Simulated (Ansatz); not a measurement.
ClF4HHf

Input file:

```
crystal:
  periodic: [false, false, false]
  atoms:
    - { symbol: Hf, position_ang: [0.187842, 0.0, -0.106229] }
    - { symbol: F, position_ang: [0.059213, 0.0, 1.849619] }
    - { symbol: F, position_ang: [2.031673, 0.0, -0.595576] }
    - { symbol: F, position_ang: [-0.576591, 1.575032, -0.866618] }
    - { symbol: F, position_ang: [-0.576591, -1.575032, -0.866618] }
    - { symbol: Cl, position_ang: [-3.109878, 0.0, 1.60883] }
    - { symbol: H, position_ang: [-2.000468, 0.0, 2.352593] }
basis:
  gaussian: { orbitals: def2-SVP }
hamiltonian:
  xc: b3lyp
relax:
  f_tol: 0.03
  max_steps: 50
output:
  orbitals: {}
```

Launched as:

```sh
ansatz run input.yaml --threads 2 --pin off --max-ram 3072MiB --backend cpu --events-out ev --progress --plain --runs-dir out
```

The fields are those of the run's last geometry, not of the input's.

Core potentials replace the inner electrons of Hf.

Level of theory: RKS B3LYP/def2-SVP (Ansatz 0.2.0).

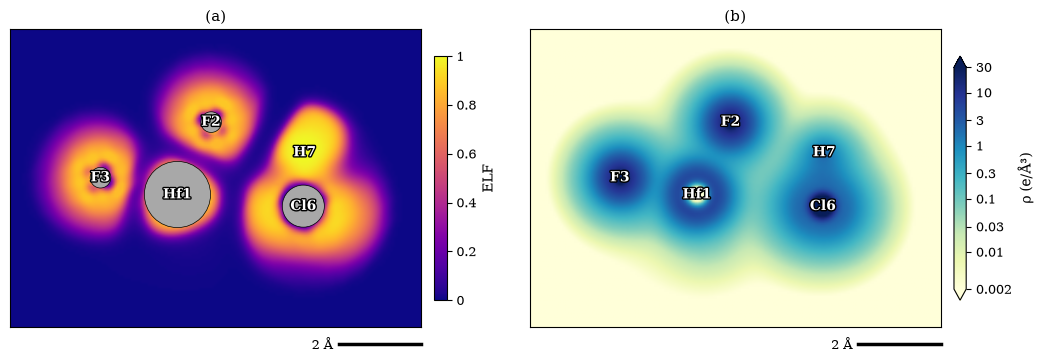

Figure 1. (a) ELF; (b) electron density on the plane of atoms F2, Hf1 and F3. Grey discs cover the atomic cores in the ELF map.

**Describe what can be read from this map.**

- The section cuts through Hf, F, Cl and H sites.
- Hf–F (1.91 Å): the density is about 0.88 e/Å³ at the midpoint; the ELF peaks at about 0.85 in the valence shell of F, 0.5 Å from its nucleus, and drops to about 0.20 between the two atoms.
- Hf–Cl (3.06 Å): ρ at the midpoint is about 0.12 e/Å³; the ELF peaks at about 0.90 in the valence shell of Cl, 0.8 Å from its nucleus, and is about 0.15 at the midpoint.
- Cl–H (1.30 Å): the density is about 1.9 e/Å³ at the midpoint; the ELF climbs to about 1 towards the hydrogen, as it does in any bond to H.

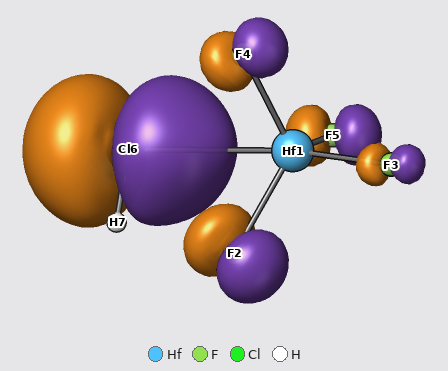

Figure 2. The HOMO−1 at ±0.1 Å⁻³ᐟ² (orange and purple are the two phases), seen at a tilt.

**Describe this orbital and give its energy.**

Its weight (Hirshfeld) is mainly on Cl6 (about 75 %) and F2 (about 10 %); largely a lone pair of Cl6. Its energy is −10.33 eV.

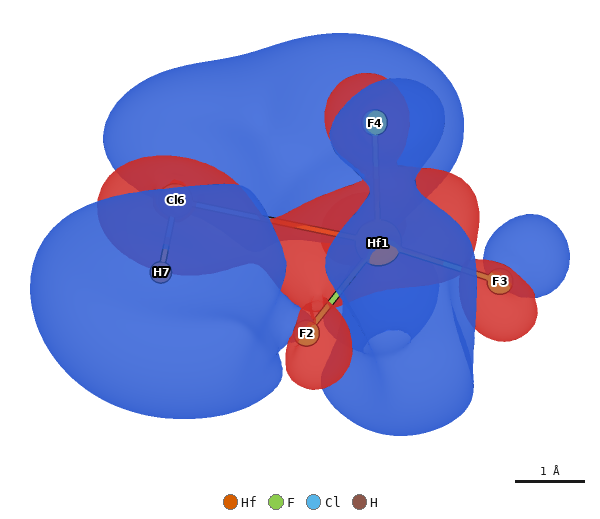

Figure 3. The LUMO at ±0.04 Å⁻³ᐟ² (blue and red are the two phases), seen at a tilt.

**What is the character of this orbital?**

It lies mainly on Hf1 (about 50 %), H7 (about 15 %) and Cl6 (about 15 %). Its energy is −0.99 eV.
